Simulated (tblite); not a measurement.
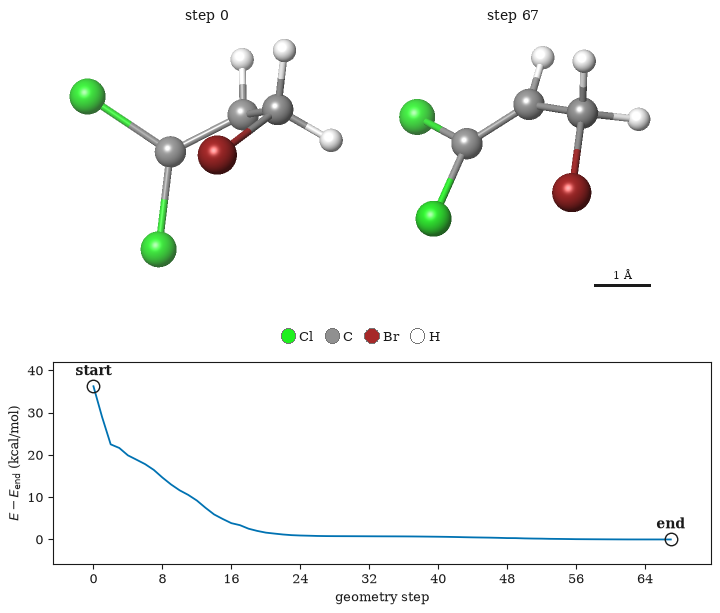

First and last geometry of a relaxation of C$_{3}$H$_{3}$BrCl$_{2}$ (charge +1, multiplicity 2), with the history of the run. The picture is a ball-and-stick view, seen at a tilt.

All numbers below come from tblite, GFN2-xTB geometry optimisation, gas phase. 

Question: Read the history and describe the run.

Answer: It converged. A Cl atom moves most after the best rigid fit: 1.45 Å. By element the largest moves are Cl 1.45 Å, Br 1.10 Å, C 0.52 Å, H 0.50 Å. Near-neighbour distances that change, for instance: Br–C 2.889 → 3.448 Å, Br–Cl 3.408 → 3.173 Å, C–C 1.469 → 1.365 Å, C–Cl 1.791 → 1.705 Å. Among the angles between lasting bonds that change: C–C–C 114.4° → 132.0°, C–C–Br 112.9° → 121.2°, H–C–H 112.9° → 105.1°. After 67 geometry steps the energy has fallen by 36.3 kcal/mol. The run took 0.38 s on 1 thread of Arm Neoverse V2 (shared host).
